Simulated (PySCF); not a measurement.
## Electronic structure of C$_{2}$H$_{12}$NOSi$_{3}$ (doublet) in real space

```xyz
19

C    -1.0329   -1.9009   -0.1152
N    -1.0721   -0.5456    0.0800
C    -2.3390    0.0801   -0.2057
Si    0.2301    0.3050    0.8677
Si    0.1673    2.5374    0.3534
O     1.6363   -0.2984    0.3155
Si    2.6913   -1.1675   -0.5485
H    -1.8204   -2.3683   -0.6720
H    -0.1012   -2.4026    0.0390
H    -3.1085   -0.2592    0.4948
H    -2.6675   -0.1725   -1.2173
H    -2.2494    1.1617   -0.1240
H     0.2881   -0.0988    2.2874
H    -0.8623    3.2336    1.1392
H    -0.1362    2.8591   -1.0494
H     1.4322    3.2106    0.6593
H     3.9006   -0.3483   -0.5768
H     2.8925   -2.4356    0.1522
H     2.1412   -1.3805   -1.8870
```

Geometry: GFN2-xTB.

The calculation used PySCF, UKS B3LYP, pcH-1 on C H N O Si, non-relativistic, mean-field spin-orbit, GIAO.

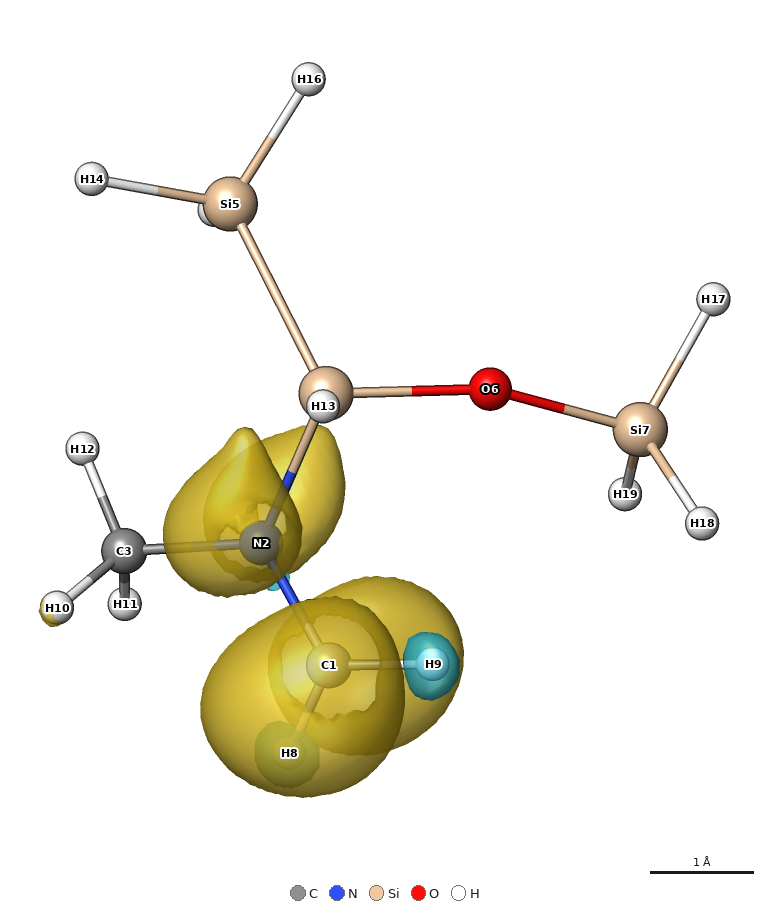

Figure 1. Isosurfaces of the spin density (α minus β) at +0.02 (yellow) and −0.02 e/Å³ (cyan), seen across its widest extent.

**Describe the spin distribution.**

The unpaired spin (1 electron) lies mostly on C1 (about 0.6) and N2 (about 0.2), in electrons by Hirshfeld's partition.

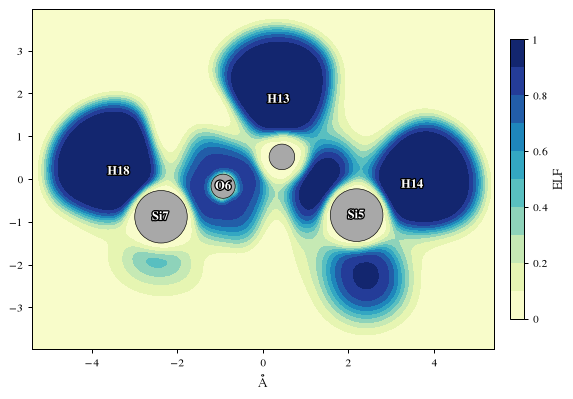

Figure 2. ELF on the plane of atoms O6, Si7 and H18. Grey discs cover the atomic cores.

**What do the fields say about this system?**

Atoms in the plane: Si, O and H. Si–O (1.62 Å): the ELF peaks at about 0.85 between the atoms (a short, strongly polar bond). Si–H (1.47 Å): the ELF climbs to about 1 towards the hydrogen, as it does in any bond to H. The ELF also peaks beside O6, away from the bonds: non-bonding electrons, paired or unpaired.

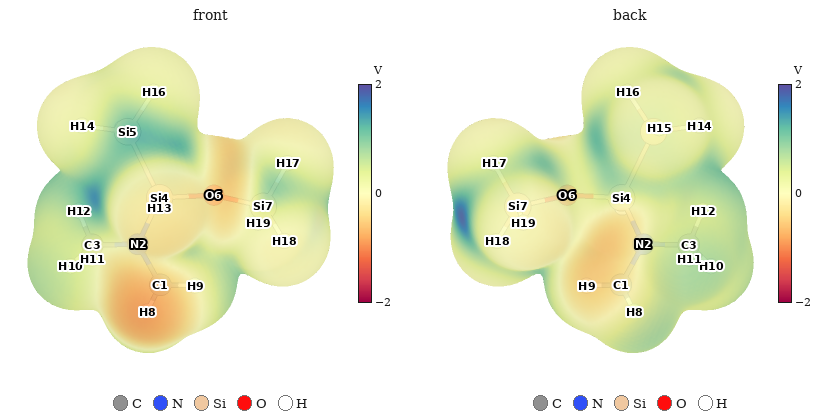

Figure 3. The molecular electrostatic potential painted on the density surface at 0.002 e/bohr³, seen from the front and from behind; the colour scale runs from red (negative) to blue (positive).

**Which sites attract a positive test charge, and which a negative one?**

A positive charge is drawn to the negative regions and a negative charge to the positive ones. The most negative region (about −0.9 V, or −21 kcal/mol for a unit charge) lies over the π face of C1, the most positive (about +1.5 V, or +35 kcal/mol for a unit charge) over Si4 and Si7.
